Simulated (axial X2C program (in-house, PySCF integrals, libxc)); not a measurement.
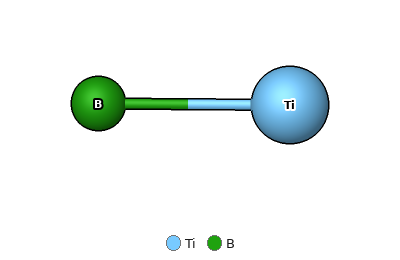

Figure 1. The molecule at the reference distance of 2.025 Å.

## TiB: relativistic diatomic calculation

System: TiB, single determinant with Ω = 9/2 (not the lowest found). The distance is the PBE0 minimum at charge 0.
Method: expectation values, HF and Kohn-Sham, two-component X2C with atomic mean-field Coulomb and Gaunt terms, Ti dyall-cv3z, B dyall-v3z (cores contracted) (axial X2C program (in-house, PySCF integrals, libxc)).

## Output
```
two-component X2C + atomic mean field  PBE0
basis functions 158  fitting functions 918  grid points 5078
iter        total energy     max residual
   1       -878.060632044     2.80e-05
   2       -878.060632044     4.43e-05
   3       -878.060632069     1.59e-05
   4       -878.060632076     9.84e-06
   5       -878.060632080     6.88e-07
   6       -878.060632080     3.34e-07
converged
one-electron -1259.75470428  Coulomb 399.30314319  exact exchange -11.29822145  xc functional -34.86329369  nuclear repulsion 28.74542874  atomic mean-field constant -0.19298459
```

## Expectation values by level of theory

| quantity | PBE0 | HF | r2SCAN | BHandHLYP | TPSSh |
| --- | --- | --- | --- | --- | --- |
| effective field for an electron dipole moment (GV/cm) | −0.239 | −0.549 | −0.337 | −0.272 | −0.239 |
| field gradient at the first nucleus (a.u.) | −0.419 | −0.251 | −0.529 | −0.275 | −0.478 |
| field gradient at the second nucleus (a.u.) | −0.107 | 0.258 | −0.116 | −0.0384 | −0.107 |
| A∥/gI, first nucleus (MHz) | 235 | 194 | 240 | 246 | 223 |
| A∥/gI, second nucleus (MHz) | 8.30 | 5.78 | 11.6 | 10.1 | 12.1 |

Each column comes from one determinant with 3 or more unpaired spinors, which can mix states, in a basis with contracted cores. The levels disagree widely: the effective field runs from −0.549 to −0.239 GV/cm, the field gradient at the first nucleus runs from −0.529 to −0.251 a.u. and the field gradient at the second nucleus runs from −0.116 to 0.258 a.u. They may not all have settled in the same state, and these values aren't reliable properties of the molecule.

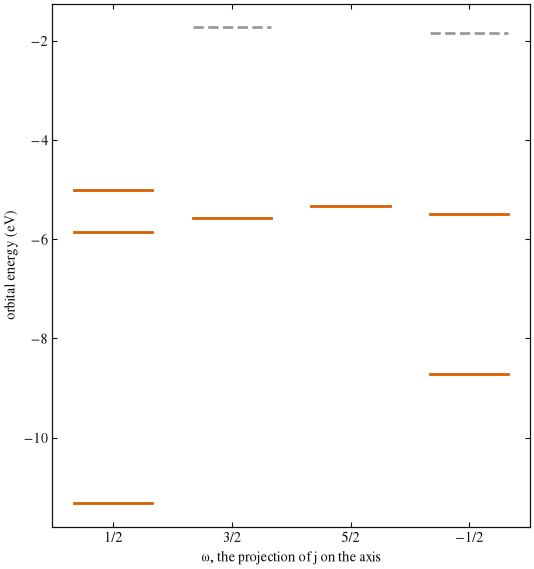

Figure 2. Orbital energies (PBE0) near the frontier at 2.02 Å, filled (solid) and empty (dashed). The highest filled spinor (1/2; 54 % Ti s, 22 % Ti d) lies at −5.00 eV, the lowest empty one (−1/2; 42 % Ti s, 27 % B p) at −1.84 eV.

## Input file
```
{"zs": [22, 5], "q": 0, "bas": ["dyall-cv3z", "dyall-v3z"], "r0": 2.21, "levels": ["PBE0", "HF", "r2SCAN", "BHandHLYP", "TPSSh"], "nst": 3}
```

The line is the task of a batch: nuclear charges, charge, bases, the levels to run, a first guess of the distance and further settings. This report covers the levels named above. The log is that of the reference distance, started from orbitals converged before.

The run was one of a batch that the task file lists, launched with:
```bash
python <driver script> task.json out
```

## Key numbers

| quantity | value |
| --- | --- |
| outcome | converged; the levels of theory disagree widely |
| hardware | 1 thread of Arm Neoverse V2, 24 GiB of memory available, shared host |
| wall time | 2.2 s |
| peak memory | 0.29 GiB |
